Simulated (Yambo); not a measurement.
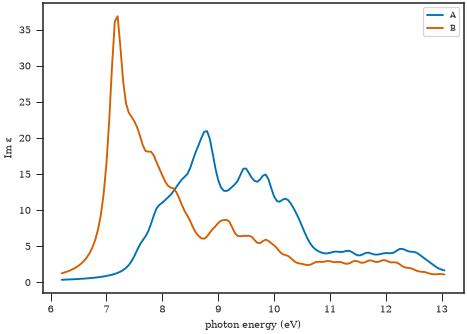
Figure. Two computed absorption spectra of BeS (zinc blende, space group F-43m, No. 216) (Yambo, PBEsol bands with the same scissor, field along x)

Q: Which curve includes the electron-hole attraction (BSE)?

A: Curve B: the attraction moves weight to lower energy (centre of the plotted range 8.4 eV against 9.5 eV). Settings: 10×10×10 mesh, 3 valence and 4 conduction bands, static screening with 15 bands and a 4 Ry block, scissor 1.97 eV, Tamm-Dancoff. The scissor comes from a G0W0 run whose convergence isn't established. Broadening 0.15 eV. The band window holds all transitions up to 13.1 eV. On this mesh the peak heights and the fine structure are mesh artefacts; only the shift of weight is robust.

Geometry relaxed with PBEsol; primitive cell a = b = c = 3.4223 Å, α = β = γ = 60.00°.
